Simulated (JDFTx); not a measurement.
Zn(1 0 -1 0) slab cut from bulk Zn (space group P6_3/mmc, indices of the conventional cell, lattice of the Materials Project entry mp-79, not re-optimised): 8 atoms in 8 planes, a 1x1 cell of 12.74 Å² (|a| = 2.614, |b| = 4.873 Å), 7.7 Å between the outermost planes, cell height 23.5 Å, 8×4×1 k mesh, Fermi smearing 0.01 Ha, no spin polarisation.

Computed with a modified build of JDFTx: PBE, GBRV ultrasoft potentials, plane waves to 20/100 Ha. Liquid on both sides: linear PCM (GLSSA13), water, 1 M NaF; nuclei fixed. The electron chemical potential μ is absolute (zero in the bulk liquid) and is turned into a potential by U = −μ/e − 4.44 V vs SHE, a convention.

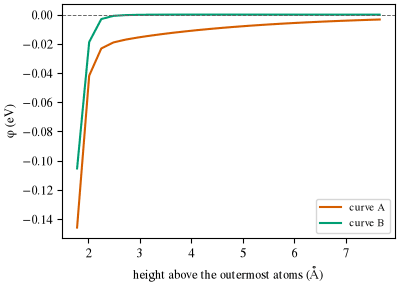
Plane-averaged electrostatic potential energy of an electron for two states of the electrode

Question: One curve is the neutral slab. Which, and what is the sign of the other's charge?

Answer: Curve B is neutral (potential of zero charge, -0.43 V). Curve A is positively charged, 4.5 μC/cm² at -0.15 V.
